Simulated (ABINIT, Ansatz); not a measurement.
# CsPbBr3 (Pm-3m): G0W0 on several meshes in ABINIT

How does the mesh move the gap of CsPbBr3 (Pm-3m)?

Program: ABINIT 10.8.3. Level of theory: PBE and many-body steps on it, plane waves. Results are calculated unless marked as measured.

## (1) Starting point

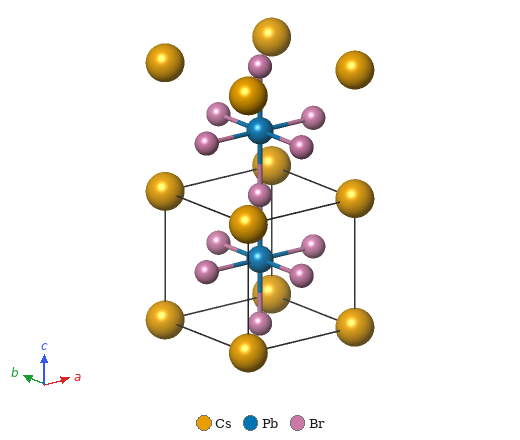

The cell as given, from a free direction (caesium orange, lead blue, bromine pink). 1×1×2 cells are drawn. Some periodic images of atoms are drawn too.

The cell and positions are those that the Materials Project relaxed with its own functionals (PBE, PBE+U or r2SCAN), kept fixed. Spin-orbit coupling is left out unless a step names it.

## (2) Empty states on the mesh, 2×2×2 mesh, 582 bands

This step: ABINIT 10.8.3; DFT, PBE, plane waves, norm-conserving pseudopotentials.

The sums over transitions need many empty states on a uniform mesh; this step solves for them.

run.abi reads:

```
acell 3*1.0 Angstrom
rprim 
  5.948630820000 0.000000000000 0.000000000000
  0.000000000000 5.948630820000 0.000000000000
  0.000000000000 0.000000000000 5.948630820000
ntypat 3
znucl 55 82 35
natom 5
typat 1 2 3 3 3
xred 
  0.000000000000 0.000000000000 0.000000000000
  0.500000000000 0.500000000000 0.500000000000
  0.500000000000 0.500000000000 0.000000000000
  0.500000000000 0.000000000000 0.500000000000
  0.000000000000 0.500000000000 0.500000000000
pp_dirpath "pseudos"
pseudos "Cs.upf, Pb.upf, Br.upf"
ecut 34
ngkpt 2 2 2
nshiftk 1
shiftk 0 0 0
kptopt 1
chksymbreak 0
iscf -2
irdden 1
istwfk *1
nband 582
nbdbuf 52
tolwfr 1e-09
nstep 60
prtvol 0
indata_prefix "in"
outdata_prefix "out"
tmpdata_prefix "tmp"
```

Command:

```bash
$ OMP_NUM_THREADS=1 mpirun -n 4 abinit run.abi > log
```

Numbers of over 12 decimals in the logs are rounded to 6 here.

What it wrote:

```text
.Version 10.8.3 of ABINIT. v10.8.2 released Aug 2026.

 Symmetries : space group Pm -3 m (#221); Bravais cP (primitive cubic)
[... echo of the input left out ...]
== DATASET  1 ==================================================================
-   mpi_nproc: 4, omp_nthreads: 1 (-1 if OMP is not activated)

--- !DatasetInfo
iteration_state: {dtset: 1, }
dimensions: {natom: 5, nkpt: 4, mband: 582, nsppol: 1, nspinor: 1, nspden: 1, mpw: 13512, }
cutoff_energies: {ecut:  34.0, pawecutdg:  -1.0, }
[...]
3.80792    3.80793    3.81860    3.82515    3.82528    3.83447    3.83450    3.83461
   3.84252    3.84266    3.85097    3.85123    3.85234    3.86150    3.86771    3.86950
   3.87329    3.88369    3.88654    3.89051    3.89384    3.89798
 prteigrs : prtvol=0 or 1, do not print more k-points.

== END DATASET(S) ==============================================================
================================================================================

 -outvars: echo values of variables after computation  --------
            nband         582
             nkpt           4
          spgroup         221
 [... the other variables as echoed above ...]

 Calculation completed.
```

Elapsed: 15 min, on 4 MPI ranks of Arm Neoverse V1, shared host; peak memory 1.1 GiB; 58 min of CPU time.

Numbers from this step:

```yaml
gap: 1.690 eV
k_of_the_valence_top: 0.5, 0.5, 0.5
k_of_the_conduction_bottom: 0.5, 0.5, 0.5
least_direct_gap: 1.690 eV
k_points_computed: 4
lowest_point_of_the_top_converged_band_above_the_valence_top: 95.5675 eV
```

On this mesh the gap is 1.690 eV.

The density comes from a self-consistent run that is not shown.

## (3) Screening, 2×2×2 mesh, 240 bands, screening to 141.5 eV

The RPA dielectric matrix is built and inverted for each q.

This step: RPA screening on PBE, plane waves, norm-conserving pseudopotentials.

Edit run.abi of step 2 so:

```diff
@@ -23,10 +23,11 @@
 chksymbreak 0
-iscf -2
-irdden 1
 istwfk *1
-nband 582
-nbdbuf 52
-tolwfr 1e-09
-nstep 60
-prtvol 0
+occopt 1
+irdwfk 1
+optdriver 3
+nband 240
+ecuteps 5.2
+inclvkb 2
+awtr 1
+symchi 1
 indata_prefix "in"
```

What it wrote:

```text
.Version 10.8.3 of ABINIT. v10.8.2 released Aug 2026.

 Symmetries : space group Pm -3 m (#221); Bravais cP (primitive cubic)
[... echo of the input left out ...]
== DATASET  1 ==================================================================
-   mpi_nproc: 4, omp_nthreads: 1 (-1 if OMP is not activated)

--- !DatasetInfo
iteration_state: {dtset: 1, }
dimensions: {natom: 5, nkpt: 4, mband: 240, nsppol: 1, nspinor: 1, nspden: 1, mpw: 13512, }
cutoff_energies: {ecut:  34.0, pawecutdg:  -1.0, }
electrons: {nelect:   8.20000000E+01, charge:   0.00000000E+00, occopt:   1.00000000E+00, tsmear:   1.00000000E-02, }

 SCREENING: Calculation of the susceptibility and dielectric matrices

 Based on a program developped by R.W. Godby, V. Olevano, G. Onida, and L. Reining.
 Incorporated in ABINIT by V. Olevano, G.-M. Rignanese, and M. Torrent.
.Using double precision arithmetic ; gwpc =  8

[... cell and pseudopotentials left out ...]
--------------------------------------------------------------------------------

 ==== K-mesh for the wavefunctions ====
 Number of points in the irreducible wedge :     4
[... list of points left out ...]
 Together with 48 symmetry operations and time-reversal symmetry
 yields     8 points in the full Brillouin Zone.

 ==== Q-mesh for the screening function ====
 Number of points in the irreducible wedge :     4
[... list of points left out ...]
 Together with 48 symmetry operations and time-reversal symmetry
 yields     8 points in the full Brillouin Zone.

 setmesh: FFT mesh size selected  =    45x   45x   45
          total number of points  =        91125

 vcoul_init : cutoff-mode = AUXILIARY_FUNCTION
 q-points for optical limit:   1
     1)      0.000010    0.000020    0.000030

- screening: taking advantage of time-reversal symmetry
- Maximum band index for partially occupied states nbvw = 41
- Remaining bands to be divided among processors   nbcw = 199
- Number of bands treated by each node ~49

 Number of electrons calculated from density =   82.0000; Expected =   82.0000
 average of density, n =  0.057725
 r_s =    1.6051
 omega_plasma =   23.1760 [eV]

 calculating chi0 at frequencies [eV] :
  1    0.000000E+00    0.000000E+00
  2    0.000000E+00    2.317601E+01

--------------------------------------------------------------------------------
  q-point number  1        q = ( 0.000000, 0.000000, 0.000000) [r.l.u.]
--------------------------------------------------------------------------------
[... chi0 elements left out ...]
 For q-point:  0.000010 0.000020 0.000030
  dielectric constant =   9.0801
  dielectric constant without local fields =  10.3048

  Average fulfillment of the sum rule on Im[epsilon] for q-point    1 :     54.87  [%]
[... wings left out ...]
  q-point number  2        q = ( 0.500000, 0.000000, 0.000000) [r.l.u.]
--------------------------------------------------------------------------------
[... chi0 elements left out ...]
  Average fulfillment of the sum rule on Im[epsilon] for q-point    2 :     59.36  [%]

 [... 2 further q-points ...]
```

Wall time 3.7 min (4 MPI ranks); peak memory 3.3 GiB; 15 min of CPU time.

This step gave:

- ε∞ with local fields, on this mesh, along the program's q direction: 9.080
- the same without local fields: 10.30
- plasma frequency: 23.18 eV
- plane waves in the screening matrix: 799

Local fields lower ε∞ by 12 %. On a Γ-centred mesh this coarse the value itself is usually too large, while a short band sum pulls it down.

## (4) 2×2×2

The self-energy is evaluated for the states that the input lists, and the levels follow from it, in one-shot runs by the linearised quasiparticle equation.

This step: G0W0 on PBE, plane waves, norm-conserving pseudopotentials.

Edit run.abi of step 3 so:

```diff
@@ -26,8 +26,17 @@
 irdwfk 1
-optdriver 3
+optdriver 4
 nband 240
+gwcalctyp 0
+ecutsigx 34
+symsigma 1
+nkptgw 2
+kptgw 
+  0.5000000000 0.5000000000 0.5000000000
+  0.0000000000 0.0000000000 0.0000000000
+bdgw 
+  38 44
+  39 44
 ecuteps 5.2
-inclvkb 2
-awtr 1
-symchi 1
+irdscr 1
+ppmodel 1
 indata_prefix "in"
```

What it wrote:

```text
.Version 10.8.3 of ABINIT. v10.8.2 released Aug 2026.

 Symmetries : space group Pm -3 m (#221); Bravais cP (primitive cubic)
[... echo of the input left out ...]
== DATASET  1 ==================================================================
-   mpi_nproc: 4, omp_nthreads: 1 (-1 if OMP is not activated)

--- !DatasetInfo
iteration_state: {dtset: 1, }
dimensions: {natom: 5, nkpt: 4, mband: 240, nsppol: 1, nspinor: 1, nspden: 1, mpw: 13512, }
cutoff_energies: {ecut:  34.0, pawecutdg:  -1.0, }
electrons: {nelect:   8.20000000E+01, charge:   0.00000000E+00, occopt:   1.00000000E+00, tsmear:   1.00000000E-02, }

 SIGMA: Calculation of the GW corrections

 Based on a program developped by R.W. Godby, V. Olevano, G. Onida, and L. Reining.
 Incorporated in ABINIT by V. Olevano, G.-M. Rignanese, and M. Torrent.
.Using double precision arithmetic ; gwpc =  8

[... cell and pseudopotentials left out ...]
--------------------------------------------------------------------------------

 ==== K-mesh for the wavefunctions ====
 Number of points in the irreducible wedge :     4
[... list of points left out ...]
 Together with 48 symmetry operations and time-reversal symmetry
 yields     8 points in the full Brillouin Zone.

 ==== Q-mesh for screening function ====
 Number of points in the irreducible wedge :     4
[... list of points left out ...]
 Together with 48 symmetry operations and time-reversal symmetry
 yields     8 points in the full Brillouin Zone.

 vcoul_init : cutoff-mode = AUXILIARY_FUNCTION
 q-points for optical limit:   1
     1)      0.000010    0.000020    0.000030
 setmesh: FFT mesh size selected  =    60x   60x   60
          total number of points  =       216000

 Number of electrons calculated from density =   82.0000; Expected =   82.0000
 average of density, n =  0.057725
 r_s =    1.6051
 omega_plasma =   23.1760 [eV]

 === KS Band Gaps ===
  >>>> For spin  1
   Minimum direct gap =   1.6898 [eV], located at k-point      :   0.5000  0.5000  0.5000
   Fundamental gap    =   1.6898 [eV], Top of valence bands at :   0.5000  0.5000  0.5000
                                       Bottom of conduction at :   0.5000  0.5000  0.5000
 SIGMA fundamental parameters:
 PLASMON POLE MODEL  1
 number of plane-waves for SigmaX                13397
 number of plane-waves for SigmaC and W            799
 number of plane-waves for wavefunctions         13397
 number of bands                                   240
 number of independent spin polarizations            1
 number of spinorial components                      1
 number of k-points in IBZ                           4
 number of q-points in IBZ                           4
 number of symmetry operations                      48
 number of k-points in BZ                            8
 number of q-points in BZ                            8
 number of frequencies for dSigma/dE                 9
 frequency step for dSigma/dE [eV]                0.25
 number of omega for Sigma on real axis              0
 max omega for Sigma on real axis  [eV]           0.00
 zcut for avoiding poles [eV]                     0.10

 EPSILON^-1 parameters (SCR file):
 dimension of the eps^-1 matrix on file            799
 dimension of the eps^-1 matrix used               799
 number of plane-waves for wavefunctions         13397
 number of bands                                   240
 number of q-points in IBZ                           4
 number of frequencies                               2
 number of real frequencies                          1
 number of imag frequencies                          1

 matrix elements of self-energy operator (all in [eV])

 Perturbative Calculation

--- !SelfEnergy_ee
iteration_state: {dtset: 1, }
kpoint     : [   0.500,    0.500,    0.500, ]
spin       : 1
KS_gap     :    1.690
QP_gap     :    3.396
Delta_QP_KS:    1.707
data: !SigmaeeData |
     Band     E0 <VxcDFT>   SigX SigC(E0)      Z dSigC/dE  Sig(E)    E-E0       E
       38   0.404 -14.484 -19.508   2.914   0.786  -0.273 -16.142  -1.658  -1.254
       39   0.404 -14.484 -19.508   2.914   0.786  -0.273 -16.142  -1.658  -1.254
       40   0.404 -14.484 -19.508   2.914   0.786  -0.273 -16.142  -1.658  -1.254
       41   1.844 -15.662 -18.899   1.878   0.799  -0.251 -16.748  -1.086   0.759
       42   3.534 -10.454  -6.594  -3.101   0.818  -0.223  -9.833   0.621   4.155
       43   3.534 -10.454  -6.594  -3.101   0.818  -0.223  -9.833   0.621   4.155
[...]
--- !SelfEnergy_ee
iteration_state: {dtset: 1, }
kpoint     : [   0.000,    0.000,    0.000, ]
spin       : 1
KS_gap     :    4.986
QP_gap     :    6.742
Delta_QP_KS:    1.757
data: !SigmaeeData |
     Band     E0 <VxcDFT>   SigX SigC(E0)      Z dSigC/dE  Sig(E)    E-E0       E
[...]
42   5.036  -6.287  -2.907  -3.210   0.843  -0.187  -6.144   0.143   5.179
       43   6.198  -6.375  -2.776  -3.166   0.842  -0.187  -6.010   0.365   6.563
       44   6.198  -6.375  -2.776  -3.166   0.842  -0.187  -6.010   0.365   6.563

== END DATASET(S) ==============================================================
================================================================================

 -outvars: echo values of variables after computation  --------
           etotal      0.0000000000E+00
            nband         240
             nkpt           4
          spgroup         221
 [... the other variables as echoed above ...]

 Calculation completed.
```

Wall time 1.7 min (4 MPI ranks); peak memory 2.9 GiB.

Numbers from this step:

| Property | Result |
| --- | --- |
| G0W0 gap on the points computed | 3.396 eV |
| starting gap on the mesh | 1.690 eV |
| k of the valence top | 0.5, 0.5, 0.5 |
| k of the conduction bottom | 0.5, 0.5, 0.5 |
| Z at the valence top | 0.799 |
| Z at the conduction bottom | 0.818 |
| least direct G0W0 gap on the computed points | 3.396 eV |

The gap on the mesh goes from 1.69 eV to 3.40 eV, a correction of +1.71 eV.

## (5) Empty states on the mesh, 4×4×4 mesh, 264 bands

This step: DFT, PBE, plane waves, norm-conserving pseudopotentials.

Edit run.abi of step 4 so:

```diff
@@ -18,3 +18,3 @@
 ecut 34
-ngkpt 2 2 2
+ngkpt 4 4 4
 nshiftk 1
@@ -23,20 +23,10 @@
 chksymbreak 0
+iscf -2
+irdden 1
 istwfk *1
-occopt 1
-irdwfk 1
-optdriver 4
-nband 240
-gwcalctyp 0
-ecutsigx 34
-symsigma 1
-nkptgw 2
-kptgw 
-  0.5000000000 0.5000000000 0.5000000000
-  0.0000000000 0.0000000000 0.0000000000
-bdgw 
-  38 44
-  39 44
-ecuteps 5.2
-irdscr 1
-ppmodel 1
+nband 264
+nbdbuf 24
+tolwfr 1e-09
+nstep 60
+prtvol 0
 indata_prefix "in"
```

What it wrote:

```text
.Version 10.8.3 of ABINIT. v10.8.2 released Aug 2026.

 Symmetries : space group Pm -3 m (#221); Bravais cP (primitive cubic)
[... echo of the input left out ...]
== DATASET  1 ==================================================================
-   mpi_nproc: 4, omp_nthreads: 1 (-1 if OMP is not activated)

--- !DatasetInfo
iteration_state: {dtset: 1, }
dimensions: {natom: 5, nkpt: 10, mband: 264, nsppol: 1, nspinor: 1, nspden: 1, mpw: 13512, }
cutoff_energies: {ecut:  34.0, pawecutdg:  -1.0, }
[...]
2.02724    2.02911    2.02911    2.04584    2.04587    2.04603    2.04987    2.05001
   2.05014    2.06907    2.06939    2.06991    2.07016    2.07192    2.07406    2.07761
 prteigrs : prtvol=0 or 1, do not print more k-points.

== END DATASET(S) ==============================================================
================================================================================

 -outvars: echo values of variables after computation  --------
            nband         264
             nkpt          10
          spgroup         221
 [... the other variables as echoed above ...]

 Calculation completed.
```

Elapsed: 11 min, on 4 MPI ranks; peak memory 0.92 GiB.

Numbers from this step:

```yaml
gap: 1.690 eV
k_of_the_valence_top: 0.5, 0.5, 0.5
k_of_the_conduction_bottom: 0.5, 0.5, 0.5
least_direct_gap: 1.690 eV
k_points_computed: 10
lowest_point_of_the_top_converged_band_above_the_valence_top: 49.70 eV
```

On this mesh the gap is 1.690 eV.

## (6) Screening, 4×4×4 mesh, 240 bands, screening to 141.5 eV

This step: RPA screening on PBE, plane waves, norm-conserving pseudopotentials.

Edit run.abi of step 5 so:

```diff
@@ -23,10 +23,11 @@
 chksymbreak 0
-iscf -2
-irdden 1
 istwfk *1
-nband 264
-nbdbuf 24
-tolwfr 1e-09
-nstep 60
-prtvol 0
+occopt 1
+irdwfk 1
+optdriver 3
+nband 240
+ecuteps 5.2
+inclvkb 2
+awtr 1
+symchi 1
 indata_prefix "in"
```

What it wrote:

```text
.Version 10.8.3 of ABINIT. v10.8.2 released Aug 2026.

 Symmetries : space group Pm -3 m (#221); Bravais cP (primitive cubic)
[... echo of the input left out ...]
== DATASET  1 ==================================================================
-   mpi_nproc: 4, omp_nthreads: 1 (-1 if OMP is not activated)

--- !DatasetInfo
iteration_state: {dtset: 1, }
dimensions: {natom: 5, nkpt: 10, mband: 240, nsppol: 1, nspinor: 1, nspden: 1, mpw: 13512, }
cutoff_energies: {ecut:  34.0, pawecutdg:  -1.0, }
electrons: {nelect:   8.20000000E+01, charge:   0.00000000E+00, occopt:   1.00000000E+00, tsmear:   1.00000000E-02, }

 SCREENING: Calculation of the susceptibility and dielectric matrices

 Based on a program developped by R.W. Godby, V. Olevano, G. Onida, and L. Reining.
 Incorporated in ABINIT by V. Olevano, G.-M. Rignanese, and M. Torrent.
.Using double precision arithmetic ; gwpc =  8

[... cell and pseudopotentials left out ...]
--------------------------------------------------------------------------------

 ==== K-mesh for the wavefunctions ====
 Number of points in the irreducible wedge :    10
[... list of points left out ...]
 Together with 48 symmetry operations and time-reversal symmetry
 yields    64 points in the full Brillouin Zone.

 ==== Q-mesh for the screening function ====
 Number of points in the irreducible wedge :    10
[... list of points left out ...]
 Together with 48 symmetry operations and time-reversal symmetry
 yields    64 points in the full Brillouin Zone.

 setmesh: FFT mesh size selected  =    45x   45x   45
          total number of points  =        91125

 vcoul_init : cutoff-mode = AUXILIARY_FUNCTION
 q-points for optical limit:   1
     1)      0.000010    0.000020    0.000030

- screening: taking advantage of time-reversal symmetry
- Maximum band index for partially occupied states nbvw = 41
- Remaining bands to be divided among processors   nbcw = 199
- Number of bands treated by each node ~49

 Number of electrons calculated from density =   82.0000; Expected =   82.0000
 average of density, n =  0.057725
 r_s =    1.6051
 omega_plasma =   23.1760 [eV]

 calculating chi0 at frequencies [eV] :
  1    0.000000E+00    0.000000E+00
  2    0.000000E+00    2.317601E+01

--------------------------------------------------------------------------------
  q-point number  1        q = ( 0.000000, 0.000000, 0.000000) [r.l.u.]
--------------------------------------------------------------------------------
[... chi0 elements left out ...]
 For q-point:  0.000010 0.000020 0.000030
  dielectric constant =   5.1832
  dielectric constant without local fields =   5.8873

  Average fulfillment of the sum rule on Im[epsilon] for q-point    1 :     54.78  [%]
[... wings left out ...]
  q-point number  2        q = ( 0.250000, 0.000000, 0.000000) [r.l.u.]
--------------------------------------------------------------------------------
[... chi0 elements left out ...]
  Average fulfillment of the sum rule on Im[epsilon] for q-point    2 :     62.97  [%]

 [... 8 further q-points ...]
```

It took 33 min on 4 MPI ranks; peak memory 6.8 GiB.

Numbers from this step:

```
ε∞ with local fields, on this mesh, along the program's q direction : 5.183
the same without local fields                                       : 5.887
plasma frequency                                                    : 23.18 eV
plane waves in the screening matrix                                 : 799
```

(Continued in part 2 of 2.)

[Paths, hosts, dates, memory and timing lines, banners, echoed tables and standing remarks are left out of the program output.]

[Logs are printed without paths, hosts, clocks, repeated set-up lines and the standing remarks that a program may print on its own settings, such as how far it seeks lower states.]

[Runs of the session that timed out or met a known fault of the program may be left out.]

[Hosts, paths, dates, database ids (printed as entryN), source tags and the programs' standing remarks are cut or masked in the printed files.]

[G0W0 gaps are taken among the corrected bands and points alone; a level outside them can change the order at an edge.]

[Where Ansatz stands beside ABINIT at settings called matched, ABINIT's density can come from a denser mesh and the files from another edition; pairs whose starting gaps differed by over 0.03 eV were left out, so agreement reads better than it is.]
